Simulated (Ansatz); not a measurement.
## SiH5ClF2: nudged elastic band

- system: SiH5ClF2
- method: RKS PBE-D4/def2-SVP (Ansatz 0.2.0)

It belongs to a series of runs on one base structure; here: band between the two ends. Figures and captions count atoms from 1; the log counts them from 0 in places.

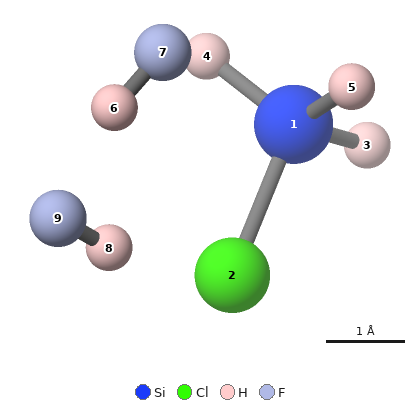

The starting structure (ball-and-stick view, seen at a tilt; atoms are numbered from 1 in the order of the input). Bond lengths as drawn: Cl–Si 2.13 Å, F–H 0.96 Å and H–Si 1.49 to 1.50 Å.

### Summary

- outcome: converged
- barrier, forward: 0.635 eV
- barrier, backward: 0.901 eV
- hardware: 2 threads of Arm Neoverse V1, 24 GiB of memory available, shared host
- wall time: 2.3 min (CPU time 4.5 min)
- peak memory: 0.12 GiB

The order of the saddle point was not checked.

### Input file
```yaml
crystal:
  periodic: [false, false, false]
  atoms:
    - { symbol: Si, position_ang: [-0.234864, 0.981101, -1.032592] }
    - { symbol: Cl, position_ang: [1.134215, -0.648633, -1.182586] }
    - { symbol: H, position_ang: [-0.201406, 1.565141, -2.416063] }
    - { symbol: H, position_ang: [-1.588792, 0.432415, -0.733691] }
    - { symbol: H, position_ang: [0.289111, 1.962765, -0.040459] }
    - { symbol: H, position_ang: [-0.203385, -0.698382, 1.777285] }
    - { symbol: F, position_ang: [-0.575499, 0.18193, 1.713516] }
    - { symbol: H, position_ang: [0.823357, -1.726214, 0.525252] }
    - { symbol: F, position_ang: [0.557362, -2.050224, 1.389241] }
basis:
  gaussian: { orbitals: def2-SVP }
hamiltonian:
  xc: pbe
  dispersion: d4
neb:
  order_check: false
  images: 7
  f_tol: 0.05
  max_iterations: 60
  final_atoms:
    - { symbol: Si, position_ang: [-0.71854893, 1.1504681, -0.53815948] }
    - { symbol: Cl, position_ang: [2.06441537, -0.95135747, -0.77215729] }
    - { symbol: H, position_ang: [-0.71105287, 0.38122175, -1.81784419] }
    - { symbol: H, position_ang: [-1.89131927, 2.0818257, -0.4755818] }
    - { symbol: H, position_ang: [0.55600899, 1.87745602, -0.26407166] }
    - { symbol: H, position_ang: [-0.19473464, -1.19693337, 1.33227438] }
    - { symbol: F, position_ang: [-0.98003059, 0.07359792, 0.71923844] }
    - { symbol: H, position_ang: [1.46773393, -1.50823183, 0.27129221] }
    - { symbol: F, position_ang: [0.40762701, -1.90814782, 1.54491239] }
  initial_path:
    images:
      - { positions_ang: [[-0.234864, 0.981101, -1.032592], [1.134215, -0.648633, -1.182586], [-0.201406, 1.565141, -2.416063], [-1.588792, 0.432415, -0.733691], [0.289111, 1.962765, -0.040459], [-0.203385, -0.698382, 1.777285], [-0.575499, 0.18193, 1.713516], [0.823357, -1.726214, 0.525252], [0.557362, -2.050224, 1.389241]] }
      - { positions_ang: [[-0.28047383, 1.00121244, -0.95001484], [1.23443118, -0.6078641, -1.08928076], [-0.31435731, 1.27385221, -2.30486845], [-1.61185437, 0.76217805, -0.65348108], [0.37142566, 1.95629798, -0.07779861], [-0.22549743, -0.78887932, 1.65322499], [-0.65588327, 0.10286729, 1.49123406], [0.9282082, -1.68660568, 0.52702923], [0.55410017, -2.01315988, 1.40385847]] }
      - { positions_ang: [[-0.32608366, 1.02132389, -0.86743768], [1.33464736, -0.56709521, -0.99597553], [-0.42730862, 0.98256342, -2.1936739], [-1.63491673, 1.0919411, -0.57327116], [0.45374032, 1.94983096, -0.11513821], [-0.24760985, -0.87937663, 1.52916498], [-0.73626755, 0.02380457, 1.26895212], [1.0330594, -1.64699735, 0.52880646], [0.55083834, -1.97609576, 1.41847593]] }
      - { positions_ang: [[-0.3716935, 1.04143533, -0.78486052], [1.43486354, -0.52632631, -0.90267029], [-0.54025993, 0.69127463, -2.08247935], [-1.6579791, 1.42170415, -0.49306124], [0.53605498, 1.94336394, -0.15247782], [-0.26972228, -0.96987395, 1.40510496], [-0.81665182, -0.05525814, 1.04667017], [1.13791061, -1.60738903, 0.53058368], [0.5475765, -1.93903163, 1.4330934]] }
      - { positions_ang: [[-0.41730333, 1.06154678, -0.70228336], [1.53507972, -0.48555742, -0.80936506], [-0.65321124, 0.39998585, -1.9712848], [-1.68104147, 1.75146719, -0.41285132], [0.61836963, 1.93689693, -0.18981743], [-0.2918347, -1.06037126, 1.28104495], [-0.8970361, -0.13432085, 0.82438823], [1.24276181, -1.5677807, 0.53236091], [0.54431467, -1.90196751, 1.44771087]] }
      - { positions_ang: [[-0.49261473, 1.08377711, -0.66125239], [1.66741363, -0.60200743, -0.80006312], [-0.66767165, 0.39529482, -1.93292465], [-1.73361092, 1.83405682, -0.42853394], [0.60277947, 1.9220367, -0.20838098], [-0.26755969, -1.09451179, 1.29385231], [-0.91778472, -0.08234116, 0.79810078], [1.29900484, -1.55289348, 0.46709374], [0.51014276, -1.90351259, 1.47201125]] }
      - { positions_ang: [[-0.56792613, 1.10600744, -0.62022142], [1.79974754, -0.71845744, -0.79076117], [-0.68213205, 0.3906038, -1.8945645], [-1.78618037, 1.91664645, -0.44421656], [0.58718931, 1.90717647, -0.22694454], [-0.24328467, -1.12865232, 1.30665967], [-0.93853334, -0.03036147, 0.77181334], [1.35524787, -1.53800627, 0.40182656], [0.47597084, -1.90505766, 1.49631163]] }
      - { positions_ang: [[-0.64323753, 1.12823777, -0.57919045], [1.93208146, -0.83490745, -0.78145923], [-0.69659246, 0.38591277, -1.85620434], [-1.83874982, 1.99923608, -0.45989918], [0.57159915, 1.89231624, -0.2455081], [-0.21900966, -1.16279284, 1.31946702], [-0.95928196, 0.02161822, 0.74552589], [1.4114909, -1.52311905, 0.33655938], [0.44179893, -1.90660274, 1.52061201]] }
      - { positions_ang: [[-0.71854893, 1.1504681, -0.53815948], [2.06441537, -0.95135747, -0.77215729], [-0.71105287, 0.38122175, -1.81784419], [-1.89131927, 2.0818257, -0.4755818], [0.55600899, 1.87745602, -0.26407166], [-0.19473464, -1.19693337, 1.33227438], [-0.98003059, 0.07359792, 0.71923844], [1.46773393, -1.50823183, 0.27129221], [0.40762701, -1.90814782, 1.54491239]] }
```

Command:
```bash
ansatz run input.yaml --threads 2 --pin off --max-ram 3072MiB --backend cpu --events-out ev --progress --plain --runs-dir out
```

### What the program printed
```
Engine: ansatz 0.2.0, aarch64-unknown-linux-gnu
Functional definition: PBE
  parameter kappa = 0.804
  parameter beta = 0.06672455060314922
  exchange = pbe_x(kappa = kappa, mu = beta*pi^2/3)
  correlation = pbe_c(beta = beta)
977 factors; their error is unknown
mean field evaluation 1: about -25888.4613 eV, gradient 4.2e1 eV
mean field evaluation 2: about -25884.5332 eV, gradient 6.8e1 eV
mean field evaluation 4: about -25891.2687 eV, gradient 1.4e0 eV
mean field evaluation 8: about -25891.2734 eV, gradient 2.5e-2 eV
mean field evaluation 16: about -25891.2077 eV, gradient 7.3e-5 eV
mean field -25891.20771230 eV, -951.4843337359 hartree, gradient 7.3e-5 eV, S^2 0.000000; 0 other end points of the search recorded, 0 dependent functions left out
the calculation of the forces begins
reference -25891.20774194 eV, -951.4843348255 hartree; 27, 27 occupied and 62, 62 virtual orbitals, 977 factors
977 factors; their error is unknown
mean field evaluation 32: about -25891.4825 eV, gradient 3.5e-5 eV
mean field -25891.48245326 eV, -951.4944302802 hartree, gradient 3.5e-5 eV, S^2 0.000000; 0 other end points of the search recorded, 0 dependent functions left out
[... from here on the field's lines of each further geometry are left out, up to the last ...]
NEB iter   1: max|band force component| = 4.232e0 eV/Å  barrier→ = 1.6244 eV  barrier← = 1.8903 eV  Δτ_max = 0.1942 Å  (225 SCF iters)
NEB iter   2: max|band force component| = 1.437e0 eV/Å  barrier→ = 0.8521 eV  barrier← = 1.1180 eV  Δτ_max = 0.1964 Å  (193 SCF iters)
NEB iter   3: max|band force component| = 6.156e-1 eV/Å  barrier→ = 0.7010 eV  barrier← = 0.9669 eV  Δτ_max = 0.1938 Å  (194 SCF iters)
NEB iter   4: max|band force component| = 4.261e-1 eV/Å  barrier→ = 0.6989 eV  barrier← = 0.9648 eV  CI = image 4  Δτ_max = 0.1997 Å  (188 SCF iters)
NEB iter   5: max|band force component| = 4.415e-1 eV/Å  barrier→ = 0.6692 eV  barrier← = 0.9351 eV  CI = image 4  Δτ_max = 0.0994 Å  (191 SCF iters)
NEB iter   6: max|band force component| = 4.672e-1 eV/Å  barrier→ = 0.6657 eV  barrier← = 0.9316 eV  CI = image 4  Δτ_max = 0.0508 Å  (191 SCF iters)
NEB iter   7: max|band force component| = 2.086e-1 eV/Å  barrier→ = 0.6607 eV  barrier← = 0.9266 eV  CI = image 4  Δτ_max = 0.0715 Å  (193 SCF iters)
NEB iter   8: max|band force component| = 1.996e-1 eV/Å  barrier→ = 0.6544 eV  barrier← = 0.9203 eV  CI = image 4  Δτ_max = 0.0983 Å  (187 SCF iters)
NEB iter   9: max|band force component| = 1.400e-1 eV/Å  barrier→ = 0.6468 eV  barrier← = 0.9127 eV  CI = image 4  Δτ_max = 0.1004 Å  (189 SCF iters)
NEB iter  10: max|band force component| = 1.402e-1 eV/Å  barrier→ = 0.6418 eV  barrier← = 0.9077 eV  CI = image 4  Δτ_max = 0.1002 Å  (190 SCF iters)
NEB iter  11: max|band force component| = 1.393e-1 eV/Å  barrier→ = 0.6382 eV  barrier← = 0.9042 eV  CI = image 4  Δτ_max = 0.0502 Å  (190 SCF iters)
NEB iter  12: max|band force component| = 5.850e-2 eV/Å  barrier→ = 0.6362 eV  barrier← = 0.9021 eV  CI = image 4  Δτ_max = 0.0999 Å  (189 SCF iters)
NEB iter  13: max|band force component| = 3.049e-1 eV/Å  barrier→ = 0.6355 eV  barrier← = 0.9015 eV  CI = image 4  Δτ_max = 0.0500 Å  (194 SCF iters)
the calculation of the forces begins
reference -25891.48124411 eV, -951.4943858449 hartree; 27, 27 occupied and 62, 62 virtual orbitals, 977 factors
977 factors; their error is unknown
mean field evaluation 896: about -25890.5063 eV, gradient 6.8e0 eV
mean field -25890.55853105 eV, -951.4604767653 hartree, gradient 1.6e-5 eV, S^2 0.000000; 1 other end points of the search recorded, 0 dependent functions left out
the calculation of the forces begins
reference -25890.55856051 eV, -951.4604778477 hartree; 27, 27 occupied and 62, 62 virtual orbitals, 977 factors
NEB iter  14: max|band force component| = 4.912e-2 eV/Å  barrier→ = 0.6354 eV  barrier← = 0.9013 eV  CI = image 4  Δτ_max = 0.0000 Å  (374 SCF iters)
```

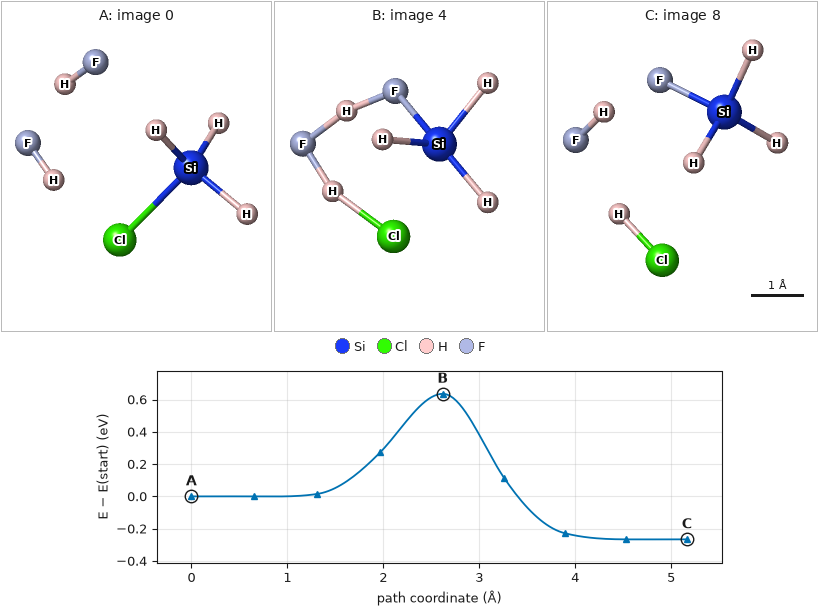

Images of the last band (counted from 0; ball-and-stick, seen at a tilt) above the energy along the path; the line is a cubic interpolation that uses the forces. The highest image is number 4, 0.635 eV above the start and 0.901 eV above the end (the climbing image); the end lies 0.266 eV below the start. The path is 5.16 Å long. The band converged in 14 iterations.

```
Total energy: -25890.71629798 eV, -951.4662745930 hartree
Atom 0 at    -0.413472     0.907590    -0.650218 Å, force     0.006354     0.009051     0.002939 eV/Å
Atom 1 at     1.024319    -1.026467    -1.027721 Å, force     0.003384    -0.003839    -0.001892 eV/Å
Atom 2 at    -0.206893     1.017035    -2.139454 Å, force    -0.003925    -0.003878     0.001257 eV/Å
Atom 3 at    -1.847114     1.352243    -0.519498 Å, force    -0.003080     0.001680     0.003965 eV/Å
Atom 4 at     0.551404     1.808038     0.053242 Å, force    -0.001090    -0.000395    -0.000876 eV/Å
Atom 5 at    -0.104122    -0.853385     1.343839 Å, force    -0.002800     0.005498    -0.007076 eV/Å
Atom 6 at    -0.868302    -0.149614     0.853239 Å, force    -0.002998    -0.003969    -0.005332 eV/Å
Atom 7 at     1.080263    -1.497428     0.502470 Å, force    -0.000549    -0.003147     0.011945 eV/Å
Atom 8 at     0.784017    -1.558113     1.584003 Å, force     0.004704    -0.001001    -0.004930 eV/Å
Dipole moment:    -0.014793     0.027378     0.121913 e Å
this run last wrote the band of iteration 14 to [file]
```

### The last band as extended XYZ (Å, eV, eV/Å)
```
9
Properties=species:S:1:pos:R:3:forces:R:3 image=0 energy=-25891.35168
Si   -0.2349    0.9811   -1.0326    0.0091  -0.0069  -0.0127
Cl    1.1342   -0.6486   -1.1826   -0.0059   0.0158  -0.0076
H    -0.2014    1.5651   -2.4161   -0.0006  -0.0079   0.0236
H    -1.5888    0.4324   -0.7337   -0.0030  -0.0026  -0.0003
H     0.2891    1.9628   -0.0405    0.0052  -0.0001  -0.0067
H    -0.2034   -0.6984    1.7773   -0.0060   0.0082  -0.0056
F    -0.5755    0.1819    1.7135    0.0074  -0.0159   0.0015
H     0.8234   -1.7262    0.5253   -0.0045  -0.0014   0.0201
F     0.5574   -2.0502    1.3892   -0.0018   0.0107  -0.0124
9
Properties=species:S:1:pos:R:3:forces:R:3 image=1 energy=-25891.35140
Si   -0.2481    0.9708   -1.0408   -0.0085   0.0068   0.0117
Cl    0.8692   -0.8275   -1.2990    0.0047   0.0111  -0.0107
H    -0.1000    1.6496   -2.3713    0.0055  -0.0104   0.0016
H    -1.6752    0.6137   -0.7978    0.0033   0.0022  -0.0007
H     0.4016    1.7804    0.0301   -0.0005  -0.0030  -0.0064
H    -0.2239   -0.7120    1.7744   -0.0057   0.0068  -0.0055
F    -0.7866    0.0515    1.6404    0.0000  -0.0034   0.0021
H     0.9418   -1.6453    0.5707   -0.0140  -0.0083  -0.0011
F     0.8213   -1.8814    1.4933    0.0154  -0.0018   0.0088
9
Properties=species:S:1:pos:R:3:forces:R:3 image=2 energy=-25891.33648
Si   -0.2617    0.9627   -0.9833    0.0330   0.0285  -0.0407
Cl    0.6187   -0.9606   -1.2790   -0.0336  -0.0015  -0.0064
H    -0.0281    1.5827   -2.3273    0.0312   0.0745  -0.0325
H    -1.7275    0.8756   -0.7378   -0.0192  -0.0683  -0.0074
H     0.5178    1.6979    0.0589   -0.0127  -0.0463  -0.0031
H    -0.2523   -0.7578    1.6681    0.0418  -0.0225   0.0517
F    -0.9523   -0.1499    1.4265   -0.0497   0.0452   0.0432
H     1.0511   -1.5742    0.6093    0.0056  -0.0040  -0.0211
F     1.0344   -1.6765    1.5645    0.0036  -0.0057   0.0164
9
Properties=species:S:1:pos:R:3:forces:R:3 image=3 energy=-25891.07946
Si   -0.3143    0.9294   -0.8238    0.0921   0.0177  -0.1777
Cl    0.7725   -0.9523   -1.1420   -0.2282   0.0615  -0.0838
H    -0.1329    1.2966   -2.2614    0.0815   0.2814  -0.1448
H    -1.7827    1.1153   -0.5819    0.0473  -0.2502  -0.0606
H     0.5530    1.7823    0.0460   -0.0023  -0.0269  -0.0021
H    -0.2170   -0.7880    1.4479   -0.0895   0.0493   0.1081
F    -0.9009   -0.1677    1.1091   -0.0530   0.0037   0.2355
H     1.0887   -1.5613    0.6203    0.0090  -0.0540   0.1180
F     0.9337   -1.6545    1.5856    0.1431  -0.0824   0.0073
9
Properties=species:S:1:pos:R:3:forces:R:3 image=4 energy=-25890.71627
Si   -0.4135    0.9076   -0.6502    0.0064   0.0091   0.0029
Cl    1.0243   -1.0265   -1.0277    0.0034  -0.0038  -0.0019
H    -0.2069    1.0170   -2.1395   -0.0039  -0.0039   0.0013
H    -1.8471    1.3522   -0.5195   -0.0031   0.0017   0.0040
H     0.5514    1.8080    0.0532   -0.0011  -0.0004  -0.0009
H    -0.1041   -0.8534    1.3438   -0.0028   0.0055  -0.0071
F    -0.8683   -0.1496    0.8532   -0.0030  -0.0040  -0.0053
H     1.0803   -1.4974    0.5025   -0.0005  -0.0031   0.0119
F     0.7840   -1.5581    1.5840    0.0047  -0.0010  -0.0049
9
Properties=species:S:1:pos:R:3:forces:R:3 image=5 energy=-25891.23517
Si   -0.5503    1.0343   -0.5724   -0.1963   0.1930   0.0998
Cl    1.2697   -1.1695   -1.0050    0.3427  -0.2412   0.0150
H    -0.2505    0.8567   -2.0323   -0.1076  -0.2529   0.1481
H    -1.9219    1.6137   -0.5300   -0.1118   0.4088   0.0099
H     0.5204    1.8522    0.0746   -0.0266   0.0616   0.0015
H    -0.0324   -0.9768    1.4264    0.1170  -0.1604   0.1338
F    -0.9175   -0.1594    0.5968   -0.0657  -0.0104  -0.3495
H     1.1782   -1.5056    0.3122    0.1404  -0.0242  -0.2699
F     0.7043   -1.5457    1.7296   -0.0921   0.0258   0.2114
9
Properties=species:S:1:pos:R:3:forces:R:3 image=6 energy=-25891.57965
Si   -0.6693    1.1216   -0.5475   -0.0285   0.0367  -0.0052
Cl    1.6425   -1.2684   -1.0030    0.0997  -0.0351   0.0046
H    -0.3947    0.7110   -1.9544   -0.0509  -0.0482   0.0169
H    -1.9312    1.9244   -0.4831   -0.0019   0.0953   0.0226
H     0.4808    1.8440    0.0816   -0.0081  -0.0117  -0.0081
H    -0.0941   -1.0537    1.4223    0.0065  -0.0342   0.0088
F    -1.0199   -0.1994    0.4252   -0.0267  -0.0178  -0.0239
H     1.3483   -1.5339    0.2631    0.0491  -0.0103  -0.0208
F     0.6376   -1.5456    1.7957   -0.0393   0.0252   0.0051
9
Properties=species:S:1:pos:R:3:forces:R:3 image=7 energy=-25891.61778
Si   -0.7221    1.1148   -0.5502    0.0022   0.0021   0.0084
Cl    1.9525   -1.1018   -0.8818   -0.0001  -0.0013   0.0042
H    -0.6576    0.5721   -1.9390   -0.0032  -0.0022  -0.0020
H    -1.8527    2.0892   -0.4072    0.0009   0.0003  -0.0005
H     0.5631    1.7134   -0.0786   -0.0023  -0.0012  -0.0033
H    -0.1806   -1.1300    1.3517    0.0069  -0.0104   0.0090
F    -1.1178   -0.1396    0.4914    0.0035   0.0024  -0.0053
H     1.4798   -1.4669    0.3011    0.0029   0.0033  -0.0031
F     0.5356   -1.6513    1.7125   -0.0108   0.0069  -0.0073
9
Properties=species:S:1:pos:R:3:forces:R:3 image=8 energy=-25891.61761
Si   -0.7185    1.1505   -0.5382    0.0103   0.0144  -0.0029
Cl    2.0644   -0.9514   -0.7722    0.0059   0.0046  -0.0115
H    -0.7111    0.3812   -1.8178   -0.0040   0.0020  -0.0028
H    -1.8913    2.0818   -0.4756   -0.0070   0.0041  -0.0073
H     0.5560    1.8775   -0.2641    0.0076   0.0111  -0.0079
H    -0.1947   -1.1969    1.3323    0.0043  -0.0047   0.0032
F    -0.9800    0.0736    0.7192   -0.0081  -0.0279   0.0182
H     1.4677   -1.5082    0.2713   -0.0052  -0.0082   0.0144
F     0.4076   -1.9081    1.5449   -0.0039   0.0046  -0.0034
```
